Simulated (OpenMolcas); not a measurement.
Run report: GeCl2, excited-state calculation (part 3 of 4)

Continued. System: GeCl2, multiplicity 3. Method: CASPT2/ANO-R2, sfX2C (OpenMolcas 26.06). The geometry is that of the parent species in another charge or spin state. The geometry comes from this level: GFN2-xTB.

Geometry of the input (Å):
```
Cl -0.0271  -1.6606  0.4180
Ge -0.4244  0.0592  -0.8266
Cl 0.4515  1.6014  0.4086
```

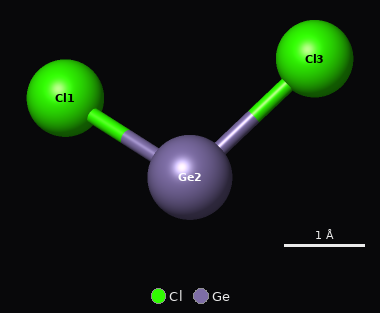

Figure 1. The input geometry (ball-and-stick view, seen at a tilt; atoms are numbered from 1 in the order of the input). Sticks mark near contacts.

### Log, continued
```
--------------------------------------------------------------------------------------------------------------
 Report on small energy denominators, large coefficients, and large energy contributions.
CASE  SYMM ACTIVE-MIX  NON-ACTIVE INDICES          DENOMINATOR     RHS VALUE       COEFFICIENT     CONTRIBUTION
VJTU     1  Mu1.0001  In1.028                       0.19410828      0.00000004     -0.00000021     -0.00000000
VJTU     1  Mu1.0001  In1.029                       0.17013140     -0.00000000      0.00000001     -0.00000000
VJTU     1  Mu1.0001  In1.030                       0.12427228      0.00000000     -0.00000000     -0.00000000
VJTU     1  Mu1.0001  In1.031                       0.02409439      0.00000001     -0.00000072     -0.00000000
VJTU     1  Mu1.0002  In1.031                       0.29374734      0.00000003     -0.00000006     -0.00000000
ATVX     1  Mu1.0001  Se1.035                       0.17038319     -0.00000000     -0.00000000      0.00000000
ATVX     1  Mu1.0002  Se1.035                       0.27705929     -0.00000000      0.00000000     -0.00000000
ATVX     1  Mu1.0001  Se1.036                       0.20312767     -0.00000000      0.00000000     -0.00000000
ATVX     1  Mu1.0001  Se1.037                       0.21528401     -0.00000000      0.00000001     -0.00000000
ATVX     1  Mu1.0001  Se1.038                       0.29639625      0.00000000     -0.00000000     -0.00000000
ATVX     1  Mu1.0002  Se1.043                       0.61271910      0.04976454     -0.08119793     -0.00404078
ATVX     1  Mu1.0001  Se1.045                       0.52385816      0.01905391     -0.03265136     -0.00062214
ATVX     1  Mu1.0005  Se1.045                       0.90018721      0.03964698     -0.04371682     -0.00173324
ATVX     1  Mu1.0002  Se1.052                       0.83490700      0.02556820     -0.03055365     -0.00078120
ATVX     1  Mu1.0007  Se1.052                       1.21123605     -0.03306402      0.02713056     -0.00089705
ATVX     1  Mu1.0005  Se1.053                       1.10149660     -0.05126811      0.04487745     -0.00230078
AIVX     1  Mu1.0005  In1.028 Se1.035               0.74117320      0.02348015     -0.03154609     -0.00074071
AIVX     1  Mu1.0001  In1.030 Se1.035               0.29546634      0.00093755     -0.00322415     -0.00000302
AIVX     1  Mu1.0001  In1.031 Se1.035               0.19528845     -0.00000377      0.00001775     -0.00000000
AIVX     1  Mu1.0001  In1.031 Se1.036               0.22803292      0.00117177     -0.00473790     -0.00000555
AIVX     1  Mu1.0005  In1.031 Se1.036               0.60390378      0.05487958     -0.09072282     -0.00497883
AIVX     1  Mu1.0005  In1.026 Se1.037               1.33969810      0.03854630     -0.02862615     -0.00110343
AIVX     1  Mu1.0005  In1.030 Se1.037               0.71623802     -0.03669339      0.05100518     -0.00187155
AIVX     1  Mu1.0001  In1.031 Se1.037               0.24018926      0.00004521     -0.00017874     -0.00000001
AIVX     1  Mu1.0005  In1.031 Se1.038               0.69717237     -0.04005150      0.05726877     -0.00229370
AIVX     1  Mu1.0005  In1.028 Se1.039               0.87984540      0.04809457     -0.05445802     -0.00261914
AIVX     1  Mu1.0005  In1.031 Se1.041               0.85015126      0.02656651     -0.03121425     -0.00082925
AIVX     1  Mu1.0003  In1.031 Se1.042               0.75000515     -0.02068804      0.02767809     -0.00057261
AIVX     1  Mu1.0005  In1.030 Se1.044               1.01678057      0.03423808     -0.03357490     -0.00114954
AIVX     1  Mu1.0005  In1.030 Se1.046               1.11433116      0.04242552     -0.03797897     -0.00161128
AIVX     1  Mu1.0004  In1.026 Se1.050               1.68558250      0.04436185     -0.02623977     -0.00116405
AIVX     1  Mu1.0005  In1.030 Se1.051               1.17800289      0.04309063     -0.03627994     -0.00156333
AIVX     1  Mu1.0003  In1.027 Se1.054               1.32354932     -0.03359382      0.02530050     -0.00084994
AIVX     1  Mu1.0003  In1.031 Se1.054               1.02236166      0.03188707     -0.03134219     -0.00099941
AIVX     1  Mu1.0005  In1.028 Se1.056               1.39029247      0.03545757     -0.02535759     -0.00089912
AIVX     1  Mu1.0005  In1.031 Se1.057               1.29212154     -0.03434624      0.02641785     -0.00090735
BJAIP    1  Se1.036 In1.031 Se1.036 In1.031         0.99516072      0.02947211     -0.02961535     -0.00087283
BJAIP    1  Se1.036 In1.031 Se1.038 In1.031         1.08842931     -0.02935397      0.02696909     -0.00079165
--

   (Skipping property calculation,
    use PROP keyword to activate)
--

++ CASPT2 computation for group   2

********************************************************************************
 Multi-State initialization phase begins for group   2
--------------------------------------------------------------------------------
********************************************************************************
 Compute H0 matrices for state    2
--------------------------------------------------------------------------------
--------------------------------------------------------------------------------
 H0 matrices have been computed.

********************************************************************************
  CASPT2 EQUATION SOLUTION
--------------------------------------------------------------------------------

  Total nr of CASPT2 parameters:
   Before reduction:      696745
   After  reduction:      661407

 Variance of |WF0>:       1.5007860036

 The contributions to the second order correlation energy in atomic units.
-----------------------------------------------------------------------------------------------------------------------------
  IT.      VJTU        VJTI        ATVX        AIVX        VJAI        BVAT        BJAT        BJAI        TOTAL       RNORM
-----------------------------------------------------------------------------------------------------------------------------
   1    -0.000000   -0.000224   -0.015581   -0.056413   -0.017608   -0.022240   -0.142361   -0.244032   -0.498459    0.001121
   2    -0.000000   -0.000224   -0.015580   -0.056391   -0.017606   -0.022240   -0.142393   -0.244090   -0.498525    0.000057
   3    -0.000000   -0.000224   -0.015581   -0.056392   -0.017606   -0.022240   -0.142396   -0.244093   -0.498532    0.000005
   4    -0.000000   -0.000224   -0.015581   -0.056392   -0.017607   -0.022240   -0.142396   -0.244093   -0.498533    0.000048
   5     0.000000   -0.000224   -0.015581   -0.056392   -0.017606   -0.022240   -0.142395   -0.244093   -0.498532    0.000007
-----------------------------------------------------------------------------------------------------------------------------

  FINAL CASPT2 RESULT:

      Reference energy:       -3018.8830383476
      E2 (Non-variational):      -0.4985313793
      E2 (Variational):          -0.4985313432
      Total energy:           -3019.3815696908
      Residual norm:              0.0000003214
      Reference weight:           0.80335

      Contributions to the CASPT2 correlation energy
      Active & Virtual Only:         -0.0378209046
      One Inactive Excited:          -0.1987872926
      Two Inactive Excited:          -0.2619231822

++ Denominators, etc.
--------------------------------------------------------------------------------------------------------------
 Report on small energy denominators, large coefficients, and large energy contributions.
CASE  SYMM ACTIVE-MIX  NON-ACTIVE INDICES          DENOMINATOR     RHS VALUE       COEFFICIENT     CONTRIBUTION
VJTU     1  Mu1.0001  In1.028                       0.16757585     -0.00000000      0.00000002     -0.00000000
VJTU     1  Mu1.0001  In1.029                       0.14294696     -0.00000003      0.00000005     -0.00000000
VJTU     1  Mu1.0001  In1.030                       0.09575436     -0.00000000      0.00000006     -0.00000000
VJTU     1  Mu1.0001  In1.031                       0.00533979     -0.00000026     -0.00004773      0.00000000
VJTU     1  Mu1.0002  In1.031                       0.29038599      0.00000000      0.00000001      0.00000000
ATVX     1  Mu1.0001  Se1.035                       0.17464877     -0.00000000     -0.00000001      0.00000000
ATVX     1  Mu1.0002  Se1.035                       0.22835009     -0.00000000      0.00000000     -0.00000000
ATVX     1  Mu1.0001  Se1.036                       0.20727233      0.00000000     -0.00000000     -0.00000000
ATVX     1  Mu1.0002  Se1.036                       0.26097366     -0.00000000      0.00000001     -0.00000000
ATVX     1  Mu1.0001  Se1.037                       0.22116826      0.00000001     -0.00000003     -0.00000000
ATVX     1  Mu1.0002  Se1.037                       0.27486958      0.00000000     -0.00000000     -0.00000000
ATVX     1  Mu1.0002  Se1.043                       0.56298468      0.04965920     -0.08806331     -0.00437315
ATVX     1  Mu1.0005  Se1.043                       0.84803088      0.02339563     -0.02597576     -0.00060772
ATVX     1  Mu1.0001  Se1.045                       0.52761870      0.02303426     -0.03874576     -0.00089248
ATVX     1  Mu1.0007  Se1.045                       0.92006756      0.02590841     -0.02808694     -0.00072769
ATVX     1  Mu1.0006  Se1.047                       1.00689371      0.02579053     -0.02555662     -0.00065912
ATVX     1  Mu1.0002  Se1.052                       0.79255935      0.02437026     -0.03064378     -0.00074680
ATVX     1  Mu1.0005  Se1.052                       1.07760554      0.02990815     -0.02667210     -0.00079771
ATVX     1  Mu1.0006  Se1.052                       1.07760554     -0.03500015      0.03259430     -0.00114081
ATVX     1  Mu1.0007  Se1.053                       1.12832899     -0.03779751      0.03317643     -0.00125399
AIVX     1  Mu1.0005  In1.028 Se1.035               0.68099108     -0.02360031      0.03456565     -0.00081576
AIVX     1  Mu1.0001  In1.030 Se1.035               0.27042272     -0.00001822      0.00006815     -0.00000000
AIVX     1  Mu1.0001  In1.031 Se1.035               0.18000815     -0.00041951      0.00243700     -0.00000102
AIVX     1  Mu1.0001  In1.031 Se1.036               0.21263171     -0.00003126      0.00014791     -0.00000000
AIVX     1  Mu1.0005  In1.031 Se1.036               0.55137858     -0.05553268      0.10046864     -0.00557929
AIVX     1  Mu1.0005  In1.026 Se1.037               1.28129765     -0.03567229      0.02768755     -0.00098768
AIVX     1  Mu1.0005  In1.028 Se1.037               0.72751057      0.01894852     -0.02600827     -0.00049282
AIVX     1  Mu1.0005  In1.030 Se1.037               0.65568908      0.03580951     -0.05441359     -0.00194852
AIVX     1  Mu1.0001  In1.031 Se1.037               0.22652764     -0.00092014      0.00404744     -0.00000372
AIVX     1  Mu1.0002  In1.031 Se1.037               0.51157318      0.01597434     -0.02671954     -0.00042683
AIVX     1  Mu1.0005  In1.031 Se1.038               0.64779528      0.03853258     -0.05925543     -0.00228326
AIVX     1  Mu1.0005  In1.028 Se1.039               0.82069620     -0.04648778      0.05645798     -0.00262461
AIVX     1  Mu1.0005  In1.031 Se1.041               0.79798404     -0.02608095      0.03266813     -0.00085202
AIVX     1  Mu1.0004  In1.031 Se1.042               0.75099927     -0.01978093      0.02647774     -0.00052375
AIVX     1  Mu1.0005  In1.030 Se1.044               0.95680341     -0.03336240      0.03480811     -0.00116128
AIVX     1  Mu1.0005  In1.030 Se1.046               1.05736356     -0.04166952      0.03930892     -0.00163798
AIVX     1  Mu1.0005  In1.030 Se1.051               1.12223848     -0.04167801      0.03684300     -0.00153554
AIVX     1  Mu1.0004  In1.031 Se1.054               1.02018973      0.02852763     -0.02817013     -0.00080363
AIVX     1  Mu1.0005  In1.028 Se1.056               1.33224069     -0.03493332      0.02606118     -0.00091040
AIVX     1  Mu1.0005  In1.031 Se1.057               1.24388533      0.03540503     -0.02830193     -0.00100203
BJAIP    1  Se1.036 In1.031 Se1.036 In1.031         0.99539238      0.03024647     -0.03038627     -0.00091908
BJAIP    1  Se1.036 In1.031 Se1.038 In1.031         1.09180908     -0.02823670      0.02586229     -0.00073027
--

   (Skipping property calculation,
    use PROP keyword to activate)
--

++ CASPT2 computation for group   3

********************************************************************************
 Multi-State initialization phase begins for group   3
--------------------------------------------------------------------------------
********************************************************************************
 Compute H0 matrices for state    3
--------------------------------------------------------------------------------
--------------------------------------------------------------------------------
 H0 matrices have been computed.

********************************************************************************
  CASPT2 EQUATION SOLUTION
--------------------------------------------------------------------------------

  Total nr of CASPT2 parameters:
   Before reduction:      696745
   After  reduction:      661428

 Variance of |WF0>:       1.4104592399

 The contributions to the second order correlation energy in atomic units.
-----------------------------------------------------------------------------------------------------------------------------
  IT.      VJTU        VJTI        ATVX        AIVX        VJAI        BVAT        BJAT        BJAI        TOTAL       RNORM
-----------------------------------------------------------------------------------------------------------------------------
   1     0.000000   -0.000034   -0.011597   -0.043539   -0.025334   -0.019405   -0.129048   -0.242523   -0.471481    0.001469
   2     0.000000   -0.000034   -0.011579   -0.043523   -0.025333   -0.019417   -0.129102   -0.242560   -0.471549    0.000145
   3     0.000000   -0.000034   -0.011579   -0.043521   -0.025333   -0.019418   -0.129108   -0.242566   -0.471560    0.000009
-----------------------------------------------------------------------------------------------------------------------------

  FINAL CASPT2 RESULT:

      Reference energy:       -3018.6786727313
      E2 (Non-variational):      -0.4715591413
      E2 (Variational):          -0.4715591071
      Total energy:           -3019.1502318384
      Residual norm:              0.0000007064
      Reference weight:           0.81414

      Contributions to the CASPT2 correlation energy
      Active & Virtual Only:         -0.0309970290
      One Inactive Excited:          -0.1726285666
      Two Inactive Excited:          -0.2679335457

++ Denominators, etc.
```
